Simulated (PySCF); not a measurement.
# NH4···HF (SMILES [NH4+].F) (charge +1): what the fields show

The calculation's input:

```
{"job": {"kind": "inter", "xc": "wB97M-D3(BJ)", "basis": "def2-TZVPD", "pairs": false}, "charge": 1, "multiplicity": 1, "parts": [{"atoms": "0-4", "charge": 1, "multiplicity": 1}, {"atoms": "5-6", "charge": 0, "multiplicity": 1}]}
N      0.037633    -0.072507     0.042205
H     -0.710176    -0.709058    -0.239244
H     -0.016856     0.782035    -0.514927
H     -0.073509     0.161872     1.030785
H      0.957973    -0.525741    -0.098747
F      2.544524    -1.206370     0.024096
H      3.235063    -1.637856    -0.421784
```

Launched as:

```sh
OMP_NUM_THREADS=1 python cluster_run.py task.json out
```

Geometry: PBE0-D3(BJ)/def2-TZVPD.

Computed with wB97M-D3(BJ)/def2-TZVPD, SCF density, gas phase in PySCF 2.14.0.

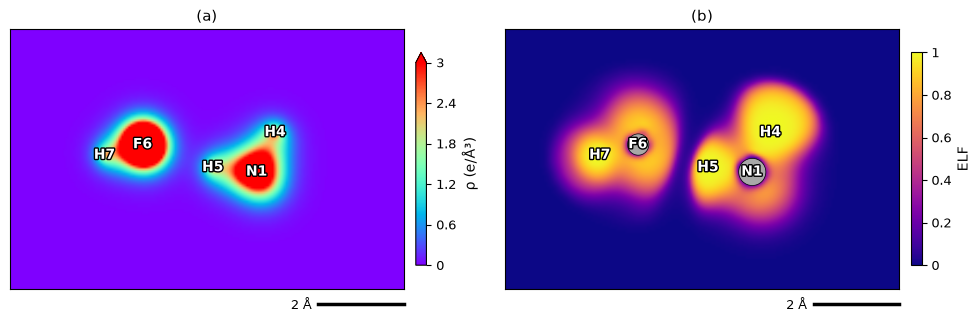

Figure 1. (a) electron density; (b) electron localisation function on the plane of atoms H4, N1 and H5. Grey discs cover the atomic cores in the ELF map.

Question: Interpret the plot.

Answer: The plane passes through N, H and F nuclei. F6···H5 (1.73 Å): the density falls to about 0.22 e/Å³ on the way; the ELF dips to about 0.05 between them; a closed-shell contact with the geometry of a hydrogen bond. F–H (0.93 Å): ρ is about 4.7 e/Å³ halfway; the ELF climbs to about 1 towards the hydrogen, as it does in any bond to H: an ordinary covalent bond to hydrogen. N–H (1.02 Å): ρ is about 3 e/Å³ halfway; the ELF climbs to about 1 towards the hydrogen: an ordinary covalent bond to hydrogen. The ELF also peaks beside F6, away from the bonds: lone-pair regions.

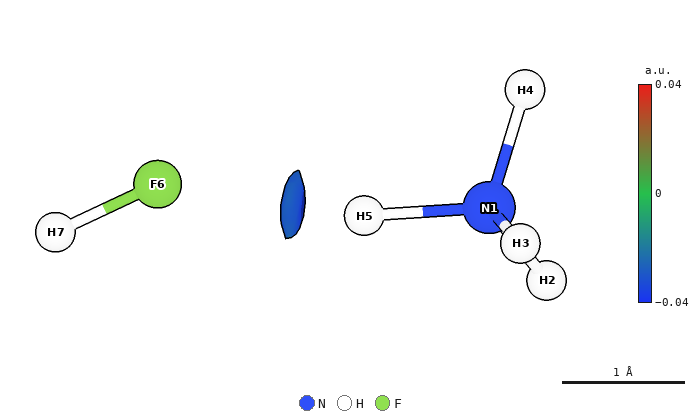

Figure 2. Non-covalent interaction (NCI) plot: the surface where the reduced density gradient is 0.5, for densities under 0.05 a.u., coloured by sign(λ₂)ρ; seen across its widest extent.

Question: What holds or crowds the atoms apart from the covalent bonds?

Answer: H5···F6 (1.7 Å): a hydrogen bond (blue, attractive).
